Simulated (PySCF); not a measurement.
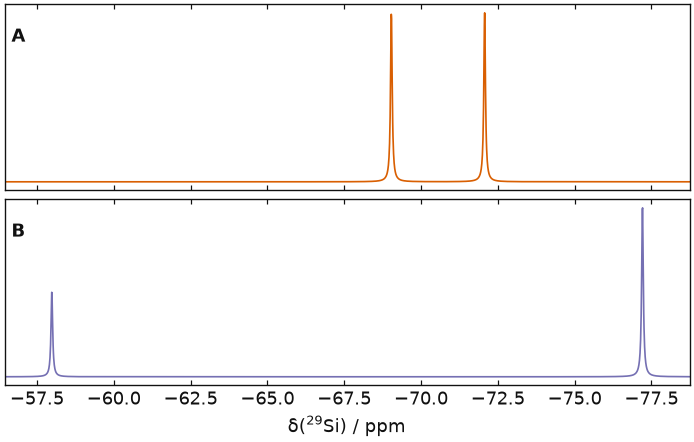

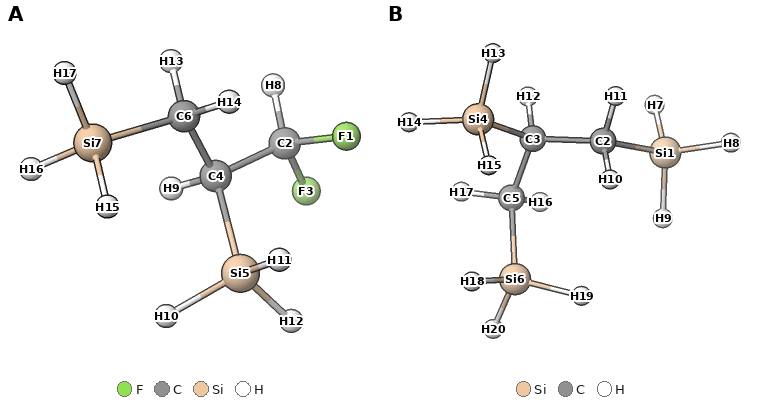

Related molecules: A is C₃H₁₀F₂Si₂, SMILES FC(F)[C@@H]([SiH3])C[SiH3]; B is C₃H₁₄Si₃, SMILES [SiH3]CC([SiH3])C[SiH3]. GIAO ²⁹Si shifts against TMS, KT2/pcSseg-1, PySCF, at a PBE0-D3(BJ)/def2-SVP geometry (no frequency check); fully decoupled, line heights follow the number of nuclei within a panel, widths are arbitrary (no quadrupolar broadening); values of one conformer, averaged over nuclei that symmetry or rotation about single bonds exchange, these motions taken as fast; other conformers aren't averaged in.

Question: Assign the ²⁹Si signals of each molecule.

Answer: A: −69.0 (Si7); −72.1 (Si5)
B: −58.0 (Si4); −77.2 (Si1, Si6)
